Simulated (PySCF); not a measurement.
System: C8H13B.

```xyz
22

C     2.5162    0.6998   -0.1130
C     1.6359    0.7637   -1.3615
B     0.3506   -0.1501   -1.4015
C    -0.1818   -0.8833   -0.1231
C    -1.4191   -1.8076   -0.2293
C    -2.2466   -0.8605    0.6557
C    -1.0362    0.0525    0.7708
C    -1.0033    1.5385    0.8864
C    -0.5966    0.8734    1.9340
H     3.3562    1.3885   -0.1929
H     1.9435    0.9615    0.7737
H     2.9153   -0.3035    0.0195
H     2.2566    0.5616   -2.2402
H     1.2991    1.7986   -1.4941
H    -0.2535   -0.2023   -2.4070
H     0.6148   -1.3395    0.4700
H    -1.8037   -1.9132   -1.2412
H    -1.2730   -2.7986    0.1959
H    -2.5773   -1.2903    1.6018
H    -3.1061   -0.4089    0.1602
H    -1.1895    2.4701    0.4098
H    -0.2119    0.8692    2.9252
```

Geometry: GFN2-xTB.

Theory: PySCF 2.14.0, PBE0/pcSseg-1, SCF density, gas phase, non-relativistic.

What will maps of the electron density and electron localisation function show?

C–B (1.57 Å): ρ at the midpoint is about 1.4 e/Å³; the ELF peaks at about 1 between the atoms, as expected for a covalent bond.
C–H (1.09 Å): ρ at the midpoint is about 2 e/Å³; the ELF climbs to about 1 towards the hydrogen, as it does in any bond to H; a covalent bond by its length.
B–H (1.17 Å): ρ at the midpoint is about 1.3 e/Å³; the ELF climbs to about 1 towards the hydrogen: an ordinary covalent bond to hydrogen.

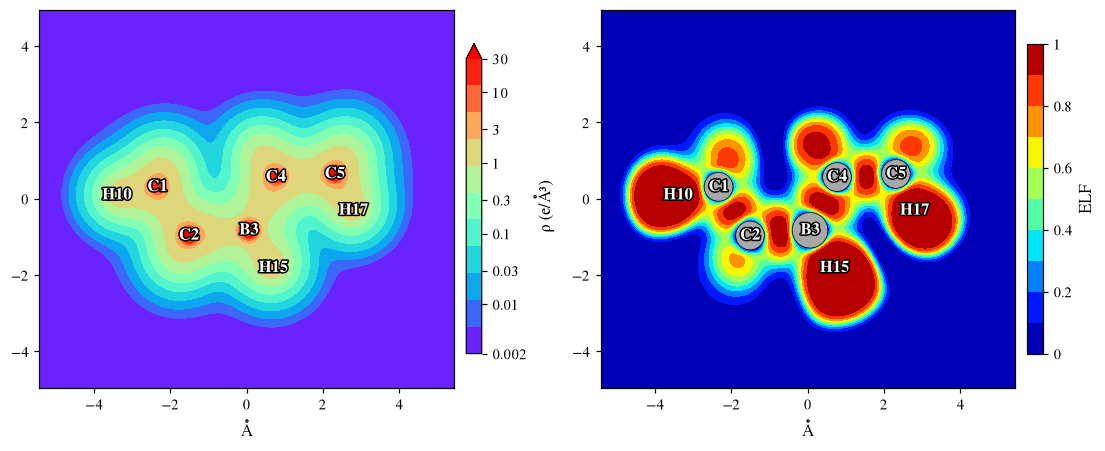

Computed electron density and electron localisation function on the plane of atoms C2, B3 and H15, in this order. Grey discs cover the atomic cores in the ELF map. 
